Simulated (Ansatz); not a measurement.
# H$_{4}$S$_{2}$Si: what the fields show

The calculation's input:

```
crystal:
  periodic: [false, false, false]
  atoms:
    - { symbol: Si, position_ang: [-0.251407, -0.332535, 0.597815] }
    - { symbol: S, position_ang: [1.33295, -0.69097, -0.819948] }
    - { symbol: S, position_ang: [-1.474043, 1.167763, -0.330869] }
    - { symbol: H, position_ang: [-0.775131, 0.826236, -1.447101] }
    - { symbol: H, position_ang: [-0.925926, -1.656858, 0.74394] }
    - { symbol: H, position_ang: [0.237198, 0.135502, 1.928607] }
    - { symbol: H, position_ang: [1.85646, 0.550863, -0.672343] }
basis:
  gaussian: { orbitals: def2-TZVP }
hamiltonian:
  xc: pbe
  dispersion: d4
relax:
  f_tol: 0.03
  max_steps: 50
output:
  orbitals: {}
```

Launched as:

```sh
ansatz run input.yaml --threads 4 --pin off --max-ram 5120MiB --backend cpu --events-out ev --progress --plain --runs-dir out
```

The fields are those of the run's last geometry, not of the input's.

Method: Ansatz, RKS PBE-D4/def2-TZVP.

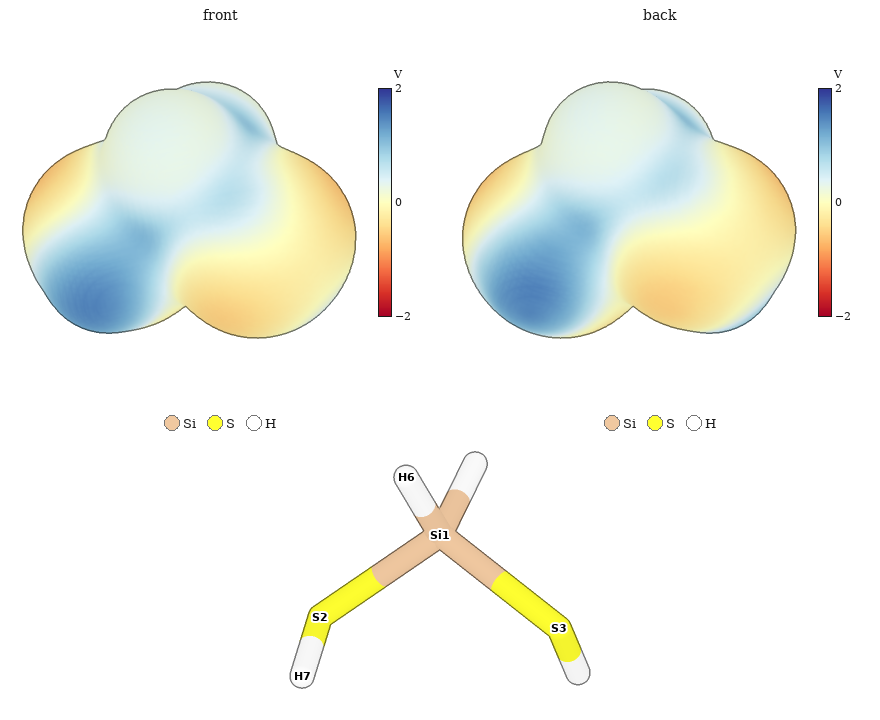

Figure 1. The molecular electrostatic potential painted on the density surface at 0.002 e/bohr³, seen from the front and from behind; the colour scale runs from red (negative) to blue (positive). The bare structure is drawn below in the same view.

Where is the surface potential most negative and most positive?

The most negative region (about −0.6 V) lies over S2 and S3, the most positive (about +1.5 V) over H4 and H7.

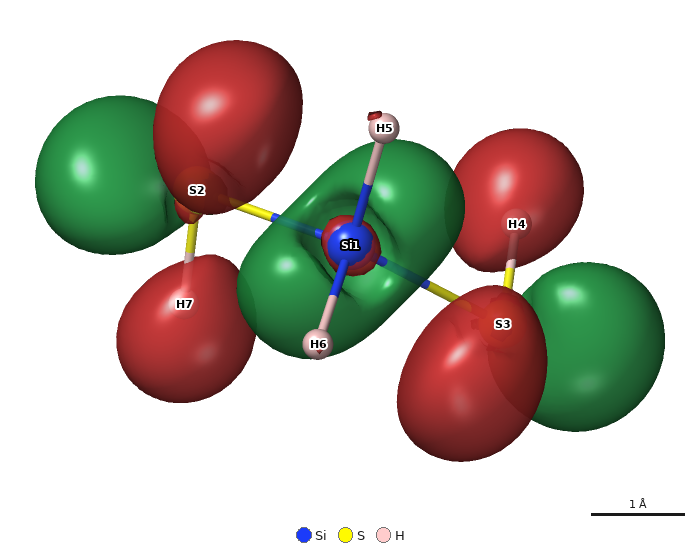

Figure 2. One frontier orbital at ±0.1 Å⁻³ᐟ² (green and red are the two phases), seen from one side.

Which orbital is it: HOMO or LUMO?

The LUMO, at −1.13 eV. Its weight (Hirshfeld) is mainly on S2 (about 30 %), S3 (about 30 %), Si1 (about 25 %), H4 (about 10 %) and H7 (about 10 %).

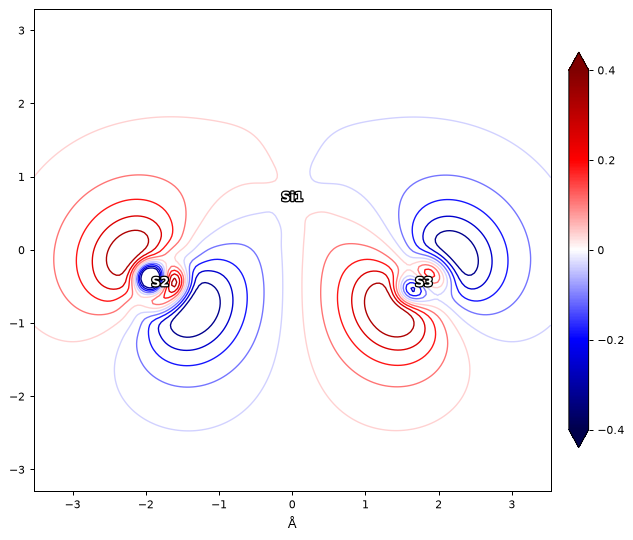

Figure 3. The HOMO on the plane of atoms S2, Si1 and S3 (values in Å⁻³ᐟ²; the overall sign is arbitrary).

What is the character of this orbital?

By Hirshfeld shares it lies mainly on S2 (about 40 %) and S3 (about 40 %); largely a combination of lone pairs on S2 and S3. Its energy is −6.28 eV.
